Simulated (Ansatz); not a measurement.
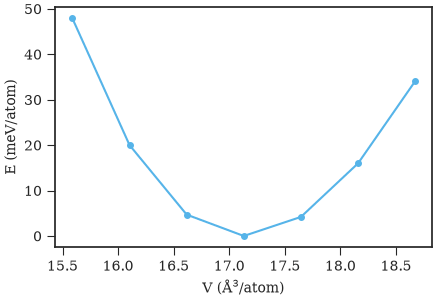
Fig. 1. LaC₂ (MoSi2 or CaC2 type, space group No. 139) under volume change, plane-wave PAW r²SCAN (Ansatz code), shape and atoms relaxed at each volume.

What does a third-order Birch–Murnaghan fit give for V₀, B₀ and B′?

V₀ = 17.13 Å³/atom, B₀ = 92.5 GPa, B′ = 4.6.

Space group I4/mmm (MoSi2 or CaC2 type). The workflow started from an entry of the Crystallography Open Database (COD). Whether it is the stable phase at ambient conditions was not checked. The r²SCAN relaxation kept the symmetry of its start; its stability against distortions is not shown here. Spin–orbit coupling is left out wherever it is not named.

Potentials: the later of the program's two PAW sets.
